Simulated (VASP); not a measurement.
Energy against volume of PbF2 (fluorite). These are optB88-vdW, VASP's PBE PAW potentials (set 64) (plane waves; VASP) values and carry that method's errors.

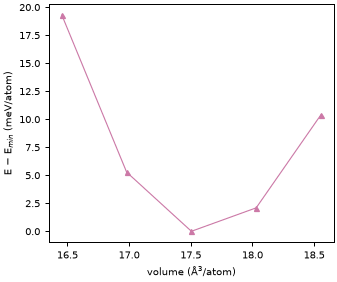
Energy against volume

Estimate the equilibrium volume and the bulk modulus.

The minimum lies near 17.6 Å³/atom, and the curvature gives B0 of about 73 GPa.

Measured: bulk modulus 64.0 GPa (computed value off by +13.7 %), a 5.940 Å (computed value off by +0.3 %), as given by E. Cadelano et al., The European Physical Journal B (2011), arXiv:1107.5962. The calculation is for a static lattice, while the measured bulk modulus, a hold thermal and zero-point effects, which are part of the difference.

The compound is PbF2 in the fluorite structure, the β form. It was relaxed first.
